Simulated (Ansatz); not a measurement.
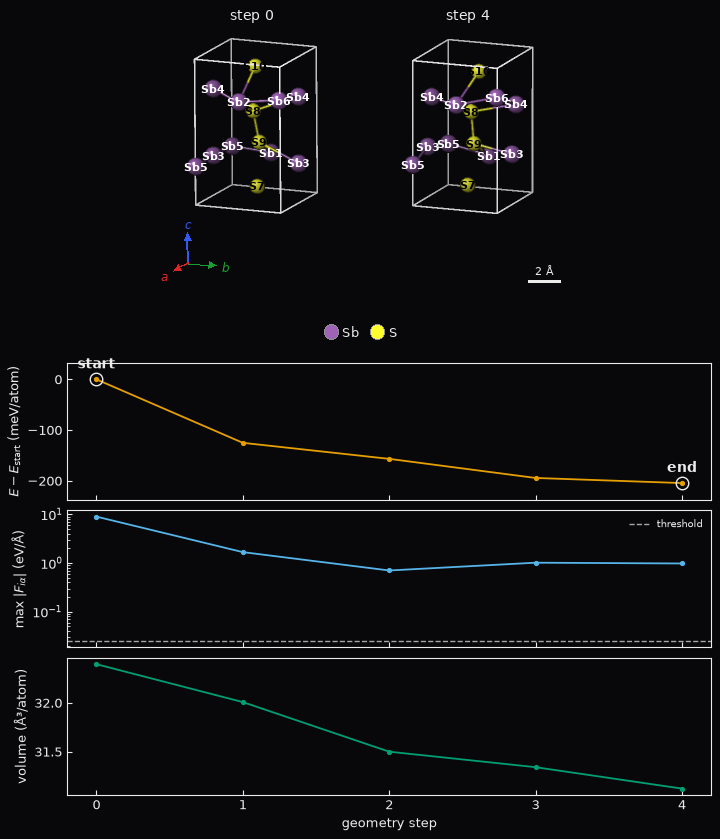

First and last geometry of a relaxation of crystalline Sb$_{3}$S$_{2}$ (a generated structure, set up in P1) (coarse preliminary run), with the history of the run. The picture is a ball-and-stick view of the cell of the calculation, reduced to other axes, seen slightly off an axis. Lengths and directions refer to the drawn axes.

The calculation used DFT PBE, scalar-relativistic, plane waves, PAW in Ansatz 0.2.0. Set-up: plane-wave cutoff 420 eV; k-point mesh 4 × 4 × 4; occupations gaussian; smearing width 0.2 eV; no spin polarisation; cell and atoms relaxed; force threshold 0.025 eV/Å; at most 60 steps.

> What do the curves and the structures tell?

The run was cut off at its time limit before the relaxation converged, so the last structure is only a point on the way. The largest move relative to the cell is that of Sb3, 0.62 Å along [0 −1 2]. Largest moves by element: Sb 0.62 Å, S 0.49 Å. Cell: a 5.803 → 5.665 Å (−2.4 %), b 5.857 → 5.811 Å (−0.8 %), c 9.534 → 9.455 Å (−0.8 %), α 89.3° → 89.0°, β 88.9° → 90.3°, γ 89.9° → 89.5°. Volume −3.9 %. Some distances before and after: S7–S10 1.735 → 2.132 Å, Sb3–S9 2.932 → 2.645 Å, Sb1–S7 3.210 → 2.982 Å, Sb4–S8 3.077 → 2.851 Å. Bond angles that change, for instance: Sb4–Sb6–Sb4 164.6° → 136.5°, Sb3–Sb5–Sb3 177.6° → 159.6°, Sb6–Sb2–Sb6 167.2° → 150.3°. The space group stays P1 (No. 1). After 4 geometry steps the energy has fallen by 204 meV per atom. Largest force component: 9 eV/Å at the start, 0.98 eV/Å at the end. The pressure goes from 2.00 to −0.86 GPa.

```tsv
step	E − E(0), meV/atom	largest force component, eV/Å	pressure, GPa	volume, Å³/atom
0	0.00	9.0081	2.00	32.397
1	-124.98	1.6787	-0.18	32.009
2	-156.58	0.7042	-0.22	31.501
3	-194.20	1.0180	-0.74	31.342
4	-204.28	0.9809	-0.86	31.123
```

Limits of the set-up: layers or molecules are held without a dispersion correction, so their spacing is unreliable.
